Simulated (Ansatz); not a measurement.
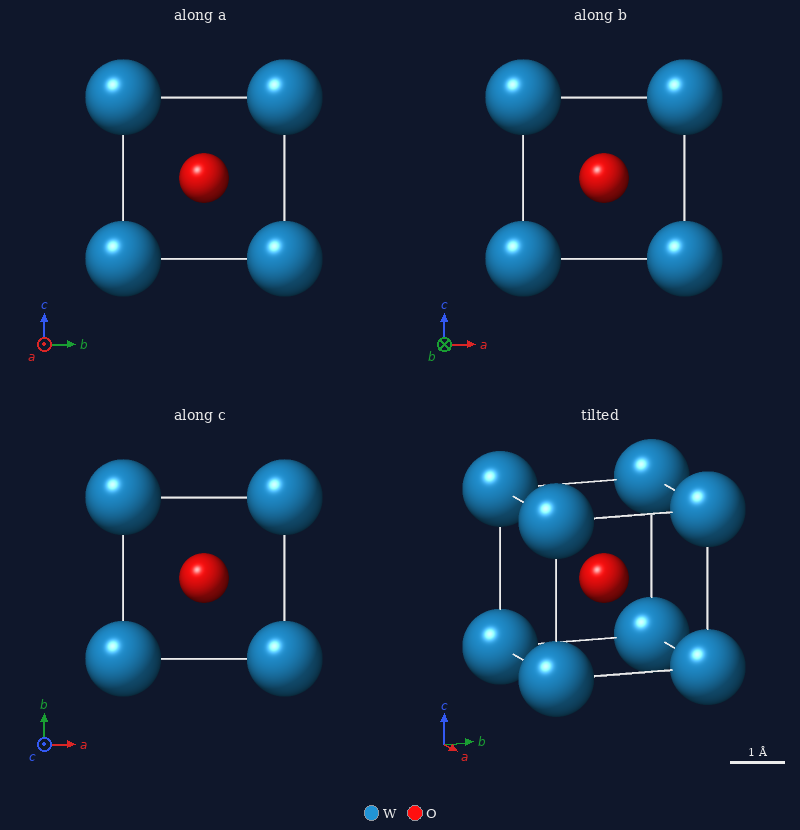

The crystal in a spheres-only representation, seen along the a axis, along the b axis, along the c axis and slightly off an axis. One conventional unit cell is framed, with atoms on its boundary repeated.

Lattice parameters: a = 3.0224 Å, b = 3.0224 Å, c = 3.0224 Å, α = 90.000°, β = 90.000°, γ = 90.000°.

> Set out the cell and atoms as a CIF with its space group and independent sites.

```cif
data_structure
_symmetry_space_group_name_H-M 'P m -3 m'
_symmetry_Int_Tables_number 221
_cell_length_a 3.0224
_cell_length_b 3.0224
_cell_length_c 3.0224
_cell_angle_alpha 90.000
_cell_angle_beta 90.000
_cell_angle_gamma 90.000
_cell_volume 27.61
loop_
_atom_site_label
_atom_site_type_symbol
_atom_site_symmetry_multiplicity
_atom_site_Wyckoff_symbol
_atom_site_fract_x
_atom_site_fract_y
_atom_site_fract_z
_atom_site_occupancy
W1 W 1 a 0.0000 0.0000 0.0000 1
O1 O 1 b 0.5000 0.5000 0.5000 1
```

Origin of the cell: a structure type filled with these elements by a generator (whether the compound takes this form wasn't checked). Earlier steps of the study may have refined or changed the cell and positions. It was set up as input for a calculation with Ansatz.
